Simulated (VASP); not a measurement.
# Antimonene and its bilayer, part 3 of 5

Aim: relax antimonene, place its levels against the vacuum, then find how two sheets stack and bind.

VASP 6.6.1, plane waves and PAW; the level of theory is named at each step.

So far. Step 6 (The slab in a field, field 0.1): Energy at zero smearing: -8.57203 eV.

## 7. With spin-orbit coupling

This step: PBE with D3(BJ), spin-orbit coupling; plane waves and PAW (Sb) (VASP 6.6.1).

For heavy elements spin-orbit coupling shifts the highest filled levels.

The input, INCAR:

```
SYSTEM = Sb
PREC = Normal
ENCUT = 350
EDIFF = 1E-06
NELM = 120
ISMEAR = 0
SIGMA = 0.03
LREAL = .FALSE.
ALGO = Fast
GGA = PE
IVDW = 12
LNONCOLLINEAR = .TRUE.
MAGMOM = 0 0 0 0 0 0
NBANDS = 22
GGA_COMPAT = .FALSE.
LASPH = .TRUE.
LSORBIT = .TRUE.
LWAVE = .FALSE.
LCHARG = .FALSE.
KPAR = 4
IDIPOL = 3
LDIPOL = .TRUE.
DIPOL = 0.5 0.5 0.5
```

The input, POSCAR:

```
Sb
1.0
    4.0639014488      0.0000000000      0.0000000000
   -2.0319507244      3.5194418932      0.0000000000
    0.0000000000      0.0000000000     22.0000000000
Sb
2
Direct
    0.3333333333      0.6666666667      0.4622283598
    0.6666666667      0.3333333333      0.5377716402
```

The input, KPOINTS:

```
Automatic mesh
0
Gamma
9 9 1
0 0 0
```

The input, KPOINTS_OPT:

```
Line mode
14
Line-mode
Reciprocal
  0.00000000   0.00000000   0.00000000 GAMMA
  0.50000000   0.00000000   0.00000000 M

  0.50000000   0.00000000   0.00000000 M
  0.33333333   0.33333333   0.00000000 K

  0.33333333   0.33333333   0.00000000 K
  0.00000000   0.00000000   0.00000000 GAMMA
```

The projector-augmented-wave data sets are Sb (PBE family, release 64).

Launch:

```
> mpirun -np 4 vasp_ncl
```

What it wrote:

```text
[... set-up lines as in an earlier step ...]
 entering main loop
       N       E                     dE             d eps       ncg     rms          rms(c)
DAV:   1     0.491929197927E+02    0.49193E+02   -0.20601E+03   528   0.422E+02
DAV:   2    -0.264346537448E+01   -0.51836E+02   -0.48717E+02   778   0.916E+01
DAV:   3    -0.813070126998E+01   -0.54872E+01   -0.54504E+01   750   0.341E+01
DAV:   4    -0.827217839719E+01   -0.14148E+00   -0.14140E+00   682   0.674E+00
DAV:   5    -0.827652820373E+01   -0.43498E-02   -0.43498E-02   808   0.130E+00    0.351E+00
RMM:   6    -0.824655353253E+01    0.29975E-01   -0.11845E-02   618   0.592E-01    0.214E+00
RMM:   7    -0.823213193196E+01    0.14422E-01   -0.11893E-02   649   0.635E-01    0.127E+00
RMM:   8    -0.822648628450E+01    0.56456E-02   -0.11807E-02   683   0.645E-01    0.831E-02
RMM:   9    -0.822618793239E+01    0.29835E-03   -0.18317E-03   694   0.300E-01    0.237E-02
RMM:  10    -0.822609495949E+01    0.92973E-04   -0.46128E-04   728   0.148E-01    0.185E-02
RMM:  11    -0.822608390156E+01    0.11058E-04   -0.11796E-04   698   0.649E-02    0.126E-02
RMM:  12    -0.822619287078E+01   -0.10897E-03   -0.52233E-05   684   0.398E-02    0.972E-03
RMM:  13    -0.822631297191E+01   -0.12010E-03   -0.12754E-05   716   0.240E-02    0.576E-03
RMM:  14    -0.822645599321E+01   -0.14302E-03   -0.23537E-05   724   0.202E-02    0.507E-03
RMM:  15    -0.822647059741E+01   -0.14604E-04   -0.23162E-06   643   0.812E-03    0.192E-03
RMM:  16    -0.822653709497E+01   -0.66498E-04   -0.24263E-06   656   0.579E-03    0.106E-03
RMM:  17    -0.822655122600E+01   -0.14131E-04   -0.61277E-07   609   0.313E-03    0.791E-04
RMM:  18    -0.822656040452E+01   -0.91785E-05   -0.20664E-07   585   0.196E-03    0.421E-04
RMM:  19    -0.822656342428E+01   -0.30198E-05   -0.88235E-08   541   0.127E-03    0.190E-04
RMM:  20    -0.822656413510E+01   -0.71082E-06   -0.13140E-08   429   0.870E-04
   1 F= -.87008842E+01 E0= -.87008842E+01  d E =-.672661E-17  mag=    -0.0000    -0.0000    -0.0000
 Start KPOINTS_OPT (optional k-point list driver)
k-point batch [1-12\42]
       N       E                     dE             ncg
DAV:   1    -0.233702189321E+03   -0.12550E+04      528
DAV:   2    -0.743321750862E+03   -0.50962E+03      800
DAV:   3    -0.809812653576E+03   -0.66491E+02      688
DAV:   4    -0.811635057190E+03   -0.18224E+01      710
DAV:   5    -0.811681653184E+03   -0.46596E-01      754
DAV:   6    -0.811682551367E+03   -0.89818E-03      760
DAV:   7    -0.811682588765E+03   -0.37398E-04      762
DAV:   8    -0.811682590563E+03   -0.17979E-05      660
DAV:   9    -0.811682590629E+03   -0.66143E-07      338
[...]
k-point batch [37-42\42]
       N       E                     dE             ncg
DAV:   1     0.101753698526E+04   -0.27198E+03      264
DAV:   2     0.793096954672E+03   -0.22444E+03      412
DAV:   3     0.760960914114E+03   -0.32136E+02      350
DAV:   4     0.760070176369E+03   -0.89074E+00      340
DAV:   5     0.760049834538E+03   -0.20342E-01      390
DAV:   6     0.760049309600E+03   -0.52494E-03      358
DAV:   7     0.760049285823E+03   -0.23777E-04      398
DAV:   8     0.760049284561E+03   -0.12622E-05      378
DAV:   9     0.760049284520E+03   -0.41198E-07      146
```

Wall time 41 s (4 MPI ranks of Intel Xeon 6975P-C (Granite Rapids), shared host); peak memory 1.7 GiB; 2.4 min of CPU time.

Parts of OUTCAR (step 7):

```text
   k-points           NKPTS =     12   k-points in BZ     NKDIM =     12   number of bands    NBANDS=     22

   NELECT =      10.0000    total number of electrons

 E-fermi :  -2.0574

 k-point     1 :       0.0000    0.0000    0.0000
  band No.  band energies     occupation
    ...
      6      -3.4716      1.00000
      7      -2.6299      1.00000
      8      -2.6299      1.00000
      9      -2.2247      1.00000
     10      -2.2247      1.00000
     11      -0.9224      0.00000
     12      -0.9224      0.00000
     13       0.0747      0.00000
     14       0.0747      0.00000
     15       0.5248      0.00000
    ...

 Edisp (eV)   -0.47432

  Total       0.03699     0.03699     0.00296     0.00000     0.00000     0.00000
  in kB       0.18836     0.18836     0.01506     0.00000     0.00000     0.00000
  external pressure =        0.13 kB  Pullay stress =        0.00 kB

 POSITION                                       TOTAL-FORCE (eV/Angst)
 -----------------------------------------------------------------------------------
     -0.00000      2.34629     10.16902         0.000000      0.000000     -0.007247
      2.03195      1.17315     11.83098        -0.000000      0.000000      0.007247
 -----------------------------------------------------------------------------------
    total drift:                                0.000000     -0.000000     -0.000000

  FREE ENERGIE OF THE ION-ELECTRON SYSTEM (eV)
  ---------------------------------------------------
  free  energy   TOTEN  =        -8.7008841862 eV

  energy  without entropy=       -8.7008841862  energy(sigma->0) =       -8.70088419

 vacuum level on the upper side and lower side of the slab         2.147         2.147

 Spin-Orbit-Coupling matrix elements
 Ion:    1  E_soc:     -0.1308035
 Ion:    2  E_soc:     -0.1308035

[... 8 parts as in an earlier step ...]

[... 8 further parts left out ...]
```

LASPH is switched on together with spin-orbit coupling, so the change from the scalar run holds both.

Numbers from this step:

* electronic cycles: 20
* free energy (TOTEN): -8.701 eV
* Fermi energy: -2.057 eV
* least gap on mesh and path: 0.8565 eV
* least direct gap on mesh and path: 1.302 eV
* dipole moment: 0, 0, 0 e·Å

On-site spin-orbit energy by atom:

| atom | on-site spin-orbit energy (eV) |
| --- | --- |
| Sb1 | -0.131 |
| Sb2 | -0.131 |

Electronic bands along the path, in eV, zero at the valence-band top; v1 is the highest filled band, c1 the lowest empty one:

| point | v4 | v3 | v2 | v1 | c1 | c2 | c3 | c4 |
| --- | --- | --- | --- | --- | --- | --- | --- | --- |
| Γ | -0.41 | -0.41 | 0.00 | 0.00 | 1.30 | 1.30 | 2.30 | 2.30 |
| M | -2.13 | -2.13 | -1.71 | -1.71 | 1.27 | 1.27 | 1.99 | 1.99 |
| K | -2.32 | -2.32 | -2.15 | -2.15 | 1.02 | 1.02 | 3.11 | 3.11 |
| Γ | -0.41 | -0.41 | 0.00 | 0.00 | 1.30 | 1.30 | 2.30 | 2.30 |

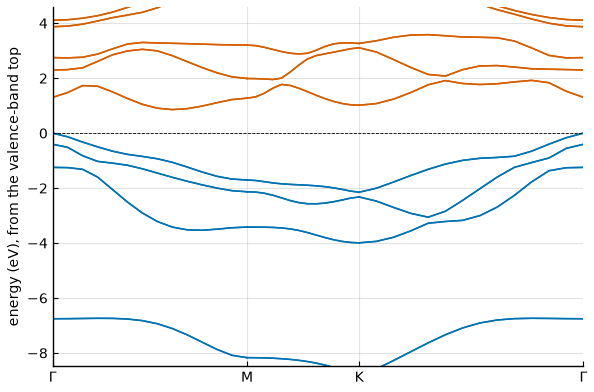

Electronic bands along the path; lines of filled and empty bands in two colours.

## 8. A rigid stacking

This step: PBE with D3(BJ); plane waves and PAW (Sb) (VASP 6.6.1).

System of this step: bilayer of antimonene. The cell holds 4 atoms: 4 Sb. Cell: a = 4.064 Å, b = 4.064 Å, c = 23.424 Å, α = 90.0°, β = 90.0°, γ = 120.0°. upper sheet same orientation, shifted by (0.00, 0.00). Vacuum lies along c.

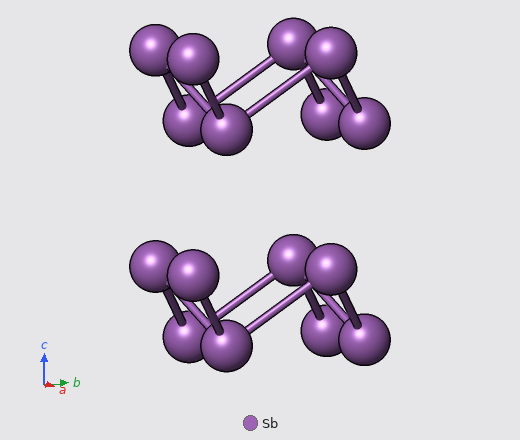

The cell of this step (antimony purple). 2×2×1 cells are drawn.

Two rigid sheets are set at a typed distance in several high-symmetry stackings, to find where to start. The upper sheet is shifted or turned in the plane and never flipped over.

The input, INCAR:

```
SYSTEM = Sb
PREC = Normal
ENCUT = 350
EDIFF = 1E-05
NELM = 120
ISMEAR = 0
SIGMA = 0.03
LREAL = .FALSE.
ALGO = Fast
GGA = PE
IVDW = 12
NBANDS = 16
LORBIT = 11
LWAVE = .FALSE.
LCHARG = .FALSE.
KPAR = 4
IDIPOL = 3
LDIPOL = .TRUE.
DIPOL = 0.5 0.5 0.5
```

The input, POSCAR:

```
Sb
1.0
    4.0639014488      0.0000000000      0.0000000000
   -2.0319507244      3.5194418932      0.0000000000
    0.0000000000      0.0000000000     23.4239043376
Sb
4
Direct
    0.3333333300      0.6666666700      0.3628771700
    0.6666666700      0.3333333300      0.4338282800
    0.3333333300      0.6666666700      0.5661717200
    0.6666666700      0.3333333300      0.6371228300
```

KPOINTS is that of step 7.

Launch:

```
> mpirun -np 4 vasp_std
```

What it wrote:

```text
[banner, memory and clock lines left out]
running    4 mpi-ranks, on    1 nodes
 distrk:  each k-point on    1 cores,    4 groups
 distr:  one band on    1 cores,    1 groups

 POSCAR found type information on POSCAR Sb
 POSCAR found :  1 types and       4 ions
 LDA part: xc-table for (Slater+PW92), standard interpolation
 POSCAR, INCAR and KPOINTS ok, starting setup
 FFT: planning ... GRIDC
 FFT: planning ... GRID_SOFT
 FFT: planning ... GRID
 WAVECAR not read
 entering main loop
       N       E                     dE             d eps       ncg     rms          rms(c)
DAV:   1     0.101520422676E+03    0.10152E+03   -0.48972E+03   384   0.637E+02
DAV:   2    -0.683121100980E+01   -0.10835E+03   -0.10491E+03   544   0.130E+02
DAV:   3    -0.160659894159E+02   -0.92348E+01   -0.91787E+01   544   0.445E+01
DAV:   4    -0.162797711713E+02   -0.21378E+00   -0.21355E+00   496   0.828E+00
DAV:   5    -0.162898011245E+02   -0.10030E-01   -0.10030E-01   632   0.187E+00    0.426E+00
RMM:   6    -0.162381637292E+02    0.51637E-01   -0.24365E-02   391   0.800E-01    0.260E+00
RMM:   7    -0.162071307190E+02    0.31033E-01   -0.79410E-02   475   0.143E+00    0.127E-01
RMM:   8    -0.162079759861E+02   -0.84527E-03   -0.73068E-03   461   0.597E-01    0.102E-01
RMM:   9    -0.162081936269E+02   -0.21764E-03   -0.18163E-03   471   0.279E-01    0.430E-02
RMM:  10    -0.162082014257E+02   -0.77989E-05   -0.40931E-04   459   0.128E-01    0.140E-02
RMM:  11    -0.162082554423E+02   -0.54017E-04   -0.12577E-04   453   0.669E-02    0.698E-03
RMM:  12    -0.162083264145E+02   -0.70972E-04   -0.46775E-05   356   0.361E-02    0.506E-03
RMM:  13    -0.162083842891E+02   -0.57875E-04   -0.14517E-05   311   0.225E-02    0.223E-03
RMM:  14    -0.162084005950E+02   -0.16306E-04   -0.67939E-06   298   0.133E-02    0.172E-03
RMM:  15    -0.162084128211E+02   -0.12226E-04   -0.28177E-06   257   0.843E-03    0.560E-04
RMM:  16    -0.162084177473E+02   -0.49263E-05   -0.65943E-07   158   0.562E-03
   1 F= -.17485904E+02 E0= -.17485904E+02  d E =-.439108E-13
```

Run time: 5 s. Hardware: 4 MPI ranks; peak memory 0.83 GiB.

OUTCAR, selected parts (step 8):

```text
   k-points           NKPTS =     12   k-points in BZ     NKDIM =     12   number of bands    NBANDS=     16

   ENCUT  =  350.0 eV  25.72 Ry    5.07 a.u.   6.20  6.20 35.73*2*pi/ulx,y,z

   NELECT =      20.0000    total number of electrons

 E-fermi :  -0.1659

 k-point     1 :       0.0000    0.0000    0.0000
  band No.  band energies     occupation
    ...
      6      -0.7222      2.00000
      7      -0.7222      2.00000
      8      -0.5364      2.00000
      9      -0.5364      2.00000
     10      -0.5201      2.00000
     11       0.9049      0.00000
     12       1.8098      0.00000
     13       2.0896      0.00000
     14       2.0896      0.00000
     15       2.1653      0.00000
    ...

 Edisp (eV)   -1.27749

  Total       0.22735     0.22735    -0.20595     0.00000     0.00000    -0.00000
  in kB       1.08725     1.08725    -0.98490     0.00000     0.00000    -0.00000
  external pressure =        0.40 kB  Pullay stress =        0.00 kB

 POSITION                                       TOTAL-FORCE (eV/Angst)
 -----------------------------------------------------------------------------------
     -0.00000      2.34629      8.50000        -0.000000     -0.000000     -0.007063
      2.03195      1.17315     10.16195        -0.000000     -0.000000      0.074156
     -0.00000      2.34629     13.26195         0.000000      0.000000     -0.074156
      2.03195      1.17315     14.92390        -0.000000      0.000000      0.007063
 -----------------------------------------------------------------------------------
    total drift:                               -0.000000      0.000000      0.000000

  FREE ENERGIE OF THE ION-ELECTRON SYSTEM (eV)
  ---------------------------------------------------
  free  energy   TOTEN  =       -17.4859043536 eV

  energy  without entropy=      -17.4859043536  energy(sigma->0) =      -17.48590435

 vacuum level on the upper side and lower side of the slab         3.843         3.843

[... 3 parts as in an earlier step ...]

[... 13 further parts left out ...]
```

This step gave:

| Quantity | Value |
| --- | --- |
| electronic cycles | 16 |
| electrons | 20 |
| free energy (TOTEN) | -17.49 eV |
| Fermi energy | -0.1659 eV |
| gap on the k-mesh | 0.3614 eV |
| least direct gap on the k-mesh | 1.360 eV |

Force by atom:

| atom | x (eV/Å) | y (eV/Å) | z (eV/Å) | size |
| --- | --- | --- | --- | --- |
| Sb1 | 0.0000 | 0.0000 | -0.0071 | 0.0071 |
| Sb2 | 0.0000 | 0.0000 | 0.0742 | 0.0742 |
| Sb3 | 0.0000 | 0.0000 | -0.0742 | 0.0742 |
| Sb4 | 0.0000 | 0.0000 | 0.0071 | 0.0071 |

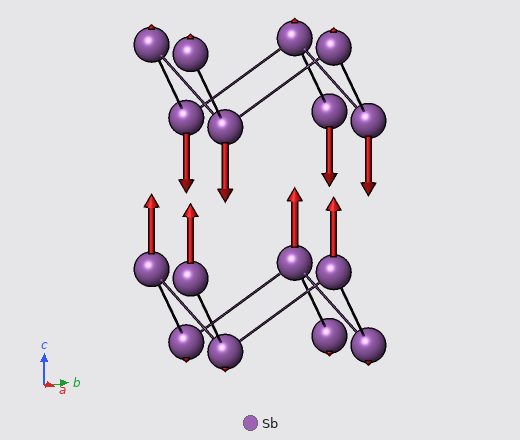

Force as arrows, the longest 0.0742 eV/Å. 2×2×1 cells are drawn.

Energy at zero smearing: -17.48590 eV.

## 9. A rigid stacking

INCAR is that of step 8.

Edit POSCAR of step 8 so:

```diff
@@ -10,3 +10,3 @@
     0.6666666700      0.3333333300      0.4338282800
-    0.3333333300      0.6666666700      0.5661717200
-    0.6666666700      0.3333333300      0.6371228300
+    0.6666666700      0.3333333300      0.5661717200
+    0.0000000000      1.0000000000      0.6371228300
```

KPOINTS is that of step 8.

Launch:

```
> mpirun -np 4 vasp_std
```

What it wrote:

```text
[... set-up lines as in an earlier step ...]
 entering main loop
       N       E                     dE             d eps       ncg     rms          rms(c)
DAV:   1     0.101620457805E+03    0.10162E+03   -0.48973E+03   384   0.637E+02
DAV:   2    -0.664125827255E+01   -0.10826E+03   -0.10525E+03   584   0.130E+02
DAV:   3    -0.156300752393E+02   -0.89888E+01   -0.89078E+01   544   0.442E+01
DAV:   4    -0.158382990339E+02   -0.20822E+00   -0.20813E+00   536   0.829E+00
[...]
RMM:  14    -0.157538196446E+02   -0.10973E-04   -0.45392E-06   256   0.128E-02    0.149E-03
RMM:  15    -0.157538320564E+02   -0.12412E-04   -0.36458E-06   273   0.895E-03    0.116E-03
RMM:  16    -0.157538376494E+02   -0.55931E-05   -0.96414E-07   153   0.546E-03
   1 F= -.17026280E+02 E0= -.17024979E+02  d E =-.260369E-02
```

The job ended after 5 s (4 MPI ranks; peak memory 0.81 GiB; 16 s of CPU time).

From OUTCAR (step 9):

```text
 Edisp (eV)   -1.27244

  Total       0.77557     0.77557     3.53119     0.00000     0.00000     0.00000
  in kB       3.70899     3.70899    16.88710     0.00000     0.00000     0.00000
  external pressure =        8.10 kB  Pullay stress =        0.00 kB

 POSITION                                       TOTAL-FORCE (eV/Angst)
 -----------------------------------------------------------------------------------
     -0.00000      2.34629      8.50000         0.000000     -0.000000     -0.207580
      2.03195      1.17315     10.16195        -0.000000     -0.000000     -0.715777
      2.03195      1.17315     13.26195         0.000000      0.000000      0.715777
      0.00000      0.00000     14.92390        -0.000000      0.000000      0.207580
 -----------------------------------------------------------------------------------
    total drift:                               -0.000003      0.000002     -0.000026

  FREE ENERGIE OF THE ION-ELECTRON SYSTEM (eV)
  ---------------------------------------------------
  free  energy   TOTEN  =       -17.0262804480 eV

  energy  without entropy=      -17.0236767545  energy(sigma->0) =      -17.02497860

[... 2 parts as in an earlier step ...]

[... 1 further part left out ...]
[key lines of the parts left out:]
E-fermi :   0.0866
```

Energy at zero smearing: -17.02498 eV.

## 10. A rigid stacking

INCAR is that of step 9.

Edit POSCAR of step 9 so:

```diff
@@ -10,3 +10,3 @@
     0.6666666700      0.3333333300      0.4338282800
-    0.6666666700      0.3333333300      0.5661717200
-    0.0000000000      1.0000000000      0.6371228300
+    1.0000000000      0.0000000000      0.5661717200
+    0.3333333300      0.6666666700      0.6371228300
```

KPOINTS is that of step 9.

Launch:

```
> mpirun -np 4 vasp_std
```

What it wrote:

```text
[... set-up lines as in an earlier step ...]
 entering main loop
       N       E                     dE             d eps       ncg     rms          rms(c)
DAV:   1     0.999844152966E+02    0.99984E+02   -0.49023E+03   384   0.637E+02
DAV:   2    -0.714770482266E+01   -0.10713E+03   -0.10358E+03   560   0.130E+02
DAV:   3    -0.160546657197E+02   -0.89070E+01   -0.87500E+01   544   0.439E+01
DAV:   4    -0.162568162532E+02   -0.20215E+00   -0.20203E+00   520   0.814E+00
[...]
RMM:  14    -0.161901025708E+02   -0.18984E-04   -0.65796E-06   282   0.136E-02    0.142E-03
RMM:  15    -0.161901140908E+02   -0.11520E-04   -0.26565E-06   240   0.836E-03    0.472E-04
RMM:  16    -0.161901198935E+02   -0.58028E-05   -0.10777E-06   174   0.575E-03
   1 F= -.17468828E+02 E0= -.17468828E+02  d E =-.185679E-15
```

It took 4.8 s on 4 MPI ranks; peak memory 0.81 GiB.

OUTCAR, selected parts (step 10):

```text
 Edisp (eV)   -1.27871

  Total       0.64584     0.64584    -0.71902     0.00000     0.00000     0.00000
  in kB       3.08857     3.08857    -3.43853     0.00000     0.00000     0.00000
  external pressure =        0.91 kB  Pullay stress =        0.00 kB

 POSITION                                       TOTAL-FORCE (eV/Angst)
 -----------------------------------------------------------------------------------
     -0.00000      2.34629      8.50000         0.000000      0.000000      0.083781
      2.03195      1.17315     10.16195         0.000000      0.000000      0.050444
      0.00000      0.00000     13.26195         0.000000      0.000000     -0.050444
     -0.00000      2.34629     14.92390        -0.000000     -0.000000     -0.083781
 -----------------------------------------------------------------------------------
    total drift:                                0.000003     -0.000002     -0.000021

  FREE ENERGIE OF THE ION-ELECTRON SYSTEM (eV)
  ---------------------------------------------------
  free  energy   TOTEN  =       -17.4688280175 eV

  energy  without entropy=      -17.4688280175  energy(sigma->0) =      -17.46882802

[... 2 parts as in an earlier step ...]

[... 1 further part left out ...]
[key lines of the parts left out:]
E-fermi :  -0.1150
```

Energy at zero smearing: -17.46883 eV.

## 11. A rigid stacking

INCAR is that of step 10.

Edit POSCAR of step 10 so:

```diff
@@ -10,3 +10,3 @@
     0.6666666700      0.3333333300      0.4338282800
-    1.0000000000      0.0000000000      0.5661717200
+    0.6666666700      0.3333333300      0.5661717200
     0.3333333300      0.6666666700      0.6371228300
```

KPOINTS is that of step 10.

Launch:

```
> mpirun -np 4 vasp_std
```

What it wrote:

```text
[... set-up lines as in an earlier step ...]
 entering main loop
       N       E                     dE             d eps       ncg     rms          rms(c)
DAV:   1     0.100713393235E+03    0.10071E+03   -0.49120E+03   384   0.637E+02
DAV:   2    -0.660934848757E+01   -0.10732E+03   -0.10397E+03   560   0.130E+02
DAV:   3    -0.155548092084E+02   -0.89455E+01   -0.88701E+01   536   0.445E+01
DAV:   4    -0.157631609292E+02   -0.20835E+00   -0.20799E+00   520   0.835E+00
[...]
RMM:  12    -0.156775584444E+02   -0.68537E-04   -0.47603E-05   380   0.390E-02    0.546E-03
RMM:  13    -0.156776284327E+02   -0.69988E-04   -0.28230E-05   337   0.245E-02    0.236E-03
RMM:  14    -0.156776365135E+02   -0.80808E-05   -0.48769E-06   264   0.132E-02
   1 F= -.16950121E+02 E0= -.16948603E+02  d E =-.303557E-02
```

Elapsed: 4.6 s, on 4 MPI ranks; peak memory 0.8 GiB.

From OUTCAR (step 11):

```text
 Edisp (eV)   -1.27248

  Total       0.88467     0.88467     3.44511     0.00000    -0.00000     0.00000
  in kB       4.23073     4.23073    16.47546     0.00000    -0.00000     0.00000
  external pressure =        8.31 kB  Pullay stress =        0.00 kB

 POSITION                                       TOTAL-FORCE (eV/Angst)
 -----------------------------------------------------------------------------------
     -0.00000      2.34629      8.50000         0.000000      0.000000     -0.160265
      2.03195      1.17315     10.16195         0.000000     -0.000000     -0.787453
      2.03195      1.17315     13.26195        -0.000000     -0.000000      0.787453
     -0.00000      2.34629     14.92390        -0.000000      0.000000      0.160265
 -----------------------------------------------------------------------------------
    total drift:                               -0.000000      0.000000      0.000000

  FREE ENERGIE OF THE ION-ELECTRON SYSTEM (eV)
  ---------------------------------------------------
  free  energy   TOTEN  =       -16.9501211517 eV

  energy  without entropy=      -16.9470855809  energy(sigma->0) =      -16.94860337

[... 2 parts as in an earlier step ...]

[... 1 further part left out ...]
[key lines of the parts left out:]
E-fermi :   0.0707
```

Energy at zero smearing: -16.94860 eV.

[end of part 3 of 5]

[Lines on the potential files, build, host, timing and source positions are cut from VASP's logs without a mark.]

[Logs are printed without paths, hosts, clocks, repeated set-up lines and the standing remarks that a program may print on its own settings, such as how far it seeks lower states.]

[Hosts, paths, dates, database ids (printed as entryN), source tags and the programs' standing remarks are cut or masked in the printed files.]

[Runs that stopped without an error message from VASP are left out.]
